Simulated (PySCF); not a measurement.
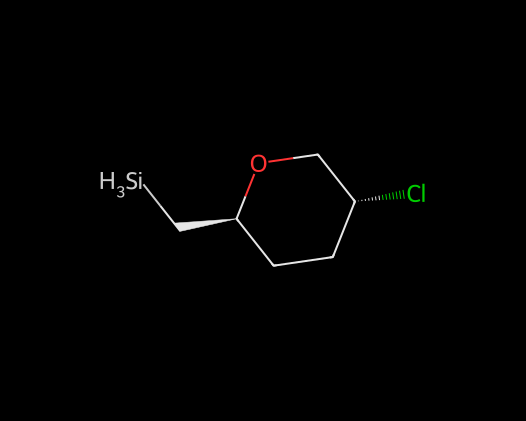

The computed structure is the end point of a GFN2-xTB optimisation. No frequency run is at hand to confirm it as a minimum. Properties computed with PBE0/pcSseg-1, gas phase (PySCF 2.14.0).

Computed properties:

The species is C₆H₁₃ClOSi (`[SiH3]C[C@@H]1CC[C@@H](Cl)CO1`).
- dipole moment: 1.93 D
- HOMO energy (Kohn–Sham orbital): −7.75 eV
- LUMO energy (Kohn–Sham orbital): 0.67 eV
- HOMO–LUMO gap: 8.43 eV

The geometry is semi-empirical. Around Si such bond lengths and angles can be off by a tenth of an ångström or more and by several degrees, and values that hang on the shape move with them.
